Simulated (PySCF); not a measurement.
SMILES [Si](C)(C)(C)O[Si](C)C, doublet, GFN2-xTB optimised geometry. Atoms within 1.6 Å of the plane z = 0.0 Å (x, y, z in Å): C1 (-0.96, 1.12, 0.00), Si2 (-0.26, -0.66, 0.00), C3 (1.65, -0.66, 0.00), O4 (-0.78, -1.41, 1.35), H9 (-2.05, 1.11, 0.05), H10 (-0.67, 1.66, -0.89), H11 (-0.60, 1.67, 0.87), H12 (2.05, -0.17, -0.88), H13 (2.05, -1.67, 0.04), H14 (2.02, -0.12, 0.87).

Method: unrestricted CAM-B3LYP/def2-SVP (PySCF). Cells within 0.4 Å of a nucleus heavier than hydrogen are left out (blank, or x).

Map of the HOMO amplitude (α) (bohr^(-3/2)) on the plane z = 0.0 Å; orbital energy -6.37 eV, overall sign arbitrary:

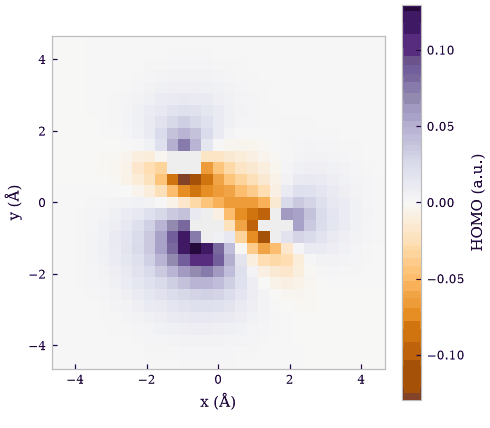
Fig. 1. HOMO amplitude (α) (bohr^(-3/2)) on the plane z = 0.0 Å.
